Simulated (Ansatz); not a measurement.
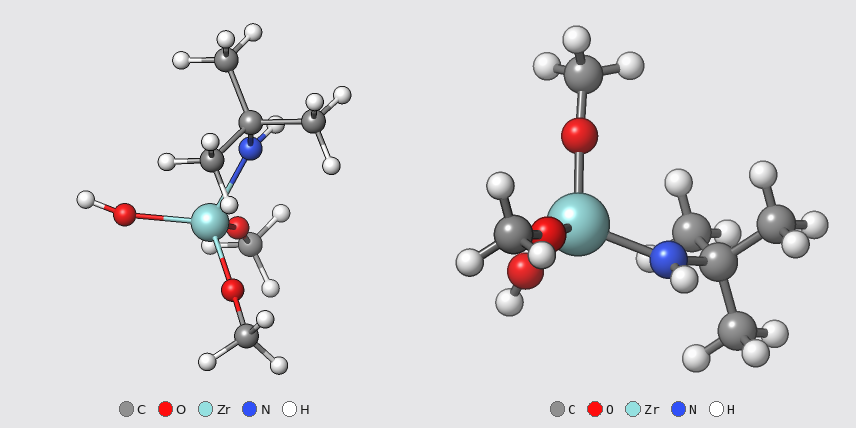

Both panels show the same species.

The species is neutral and a spin singlet. The geometry was computed by an optimisation with PBE0-D4/def2-TZVP. No frequency run is at hand to confirm it as a minimum.

> Which formula does it have?

C₆H₁₇NO₃Zr, 28 atoms: 6 carbon, 17 hydrogen, 1 nitrogen, 3 oxygen and 1 zirconium.

> Count the bonded pairs by element.

15 C–H, 3 O–Zr, 3 C–C, 2 C–O, 1 N–Zr, 1 C–N, 1 O–H, 1 N–H.

> Give the symmetry (Schoenflies symbol).

C1.

> What is its SMILES?

C[O][Zr]([OH])([NH]C(C)(C)C)[O]C
